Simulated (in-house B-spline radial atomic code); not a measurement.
# RPA and GW calculation, with input and output: H⁻

- system: H⁻, configuration 1s2.
- method: RPA, second-order and SOSEX correlation energies and G0W0 (contour deformation) on a non-relativistic mean field, all electrons, B-spline basis (in-house B-spline radial atomic code)

The input:
```
Z = 1
electrons = 2.0
configuration = 1s2
hamiltonian = nr
method = pbeh
lmax = 9
exact_exchange_fraction = 1.0
spin_polarised = False
box_radius = 60.0
intervals = 43
ion_configuration = 1s1
```

Hardware: 1 CPU thread, shared host.

Launched within a batch (the task file carries these settings):
```bash
python <driver script> task.json out
```

The program writes its results to a structured record and prints no log; tables and figures of this report are taken from that record.

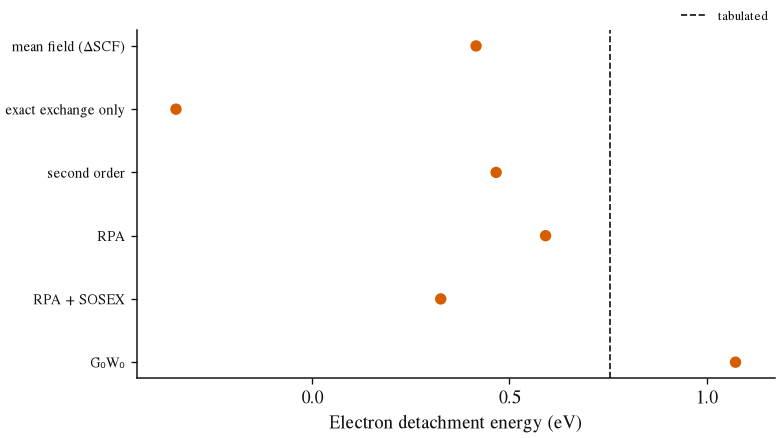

**Figure 1.** Electron detachment energy of H⁻ (1s² → 1s). All-electron spherical atom, non-relativistic, PBE with 100 % exact exchange start, no spin-orbit coupling, Breit or QED terms; computed with a B-spline radial code. Differences of total energies, each species on its own start, beside the G₀W₀ level.

| Method | Electron detachment energy (eV) |
| --- | --- |
| mean field (ΔSCF) | 0.42 |
| exact exchange only | −0.35 |
| second order | 0.47 |
| RPA | 0.59 |
| RPA + SOSEX | 0.33 |
| G₀W₀ | 1.07 |

The values run from −0.35 eV (exact exchange only) to 1.07 eV (G₀W₀). The tabulated value is 0.75 eV; nearest to it come RPA (−0.16) and second order (−0.29), furthest exact exchange only (−1.10 eV).

Results in brief:

| quantity | value |
| --- | --- |
| outcome | converged |
| mean-field total energy | −0.52128 hartree |
| total energy with exact exchange alone | −0.48728 hartree |
| exact exchange energy | −0.40804 hartree |
| RPA correlation, extrapolated in the angular momentum of the empty orbitals | −0.04932 hartree |
| RPA correlation, as summed | −0.04923 hartree |
| direct second-order term | −0.05964 hartree |
| second-order exchange term | 0.02982 hartree |
| SOSEX term | 0.02466 hartree |

Notes:

Caveats: anion configuration assumed.
